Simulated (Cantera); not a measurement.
Feed: 1 mol C₂H₄, 0.16 mol NH₃, 0.36 mol H₂, held at 10.0 Torr.

These are equilibrium values from Cantera (NASA tables, ideal gas, pure condensed phases), not measurements of a reactor. Candidate condensed phases: C, C₆H₆, C₇H₈, C₈H₁₈; 92 gas species. Equilibrium is a limit: real reactors are often held back by kinetics, nucleation or transport.

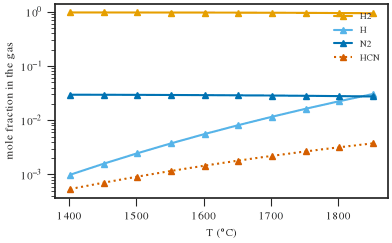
*Equilibrium gas composition (values under 1e-9 drawn at 1e-9)*

From 1402 °C to 1852 °C the condensed part is C(graphite). The main C-bearing gas is HCN throughout.
